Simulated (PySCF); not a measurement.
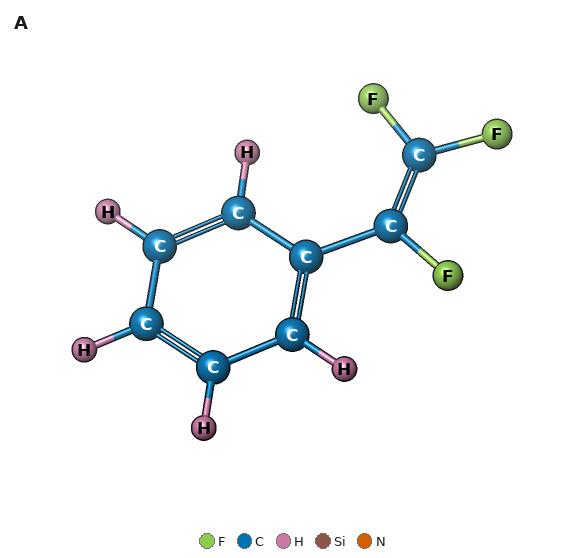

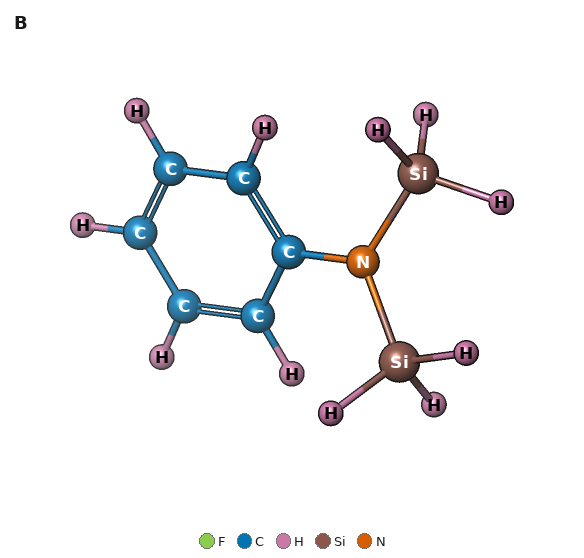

Two related species, optimised with PBE0-D3(BJ)/def2-SVP; properties computed with PySCF 2.14.0. Both: charge 0, singlet.

Question. What are A and B?

Answer. A is C8H5F3 (FC(F)=C(F)c1ccccc1), B is C6H11NSi2 ([SiH3]N([SiH3])c1ccccc1).

Compare them. With ωB97X-D/def2-SVPD: dipole moment (D), HOMO–LUMO gap (eV), HOMO energy (Kohn–Sham orbital) (eV), lowest vertical singlet excitation (eV), mean static polarisability (bohr³).

```csv
quantity,A,B
dipole moment (D),1.91,0.04
HOMO–LUMO gap (eV),8.88,9.36
HOMO energy (Kohn–Sham orbital) (eV),−8.46,−8.07
lowest vertical singlet excitation (eV),5.11,5.01
mean static polarisability (bohr³),97.9,130.8
```

Each is one conformer, and no frequency run is at hand to confirm it as a minimum.
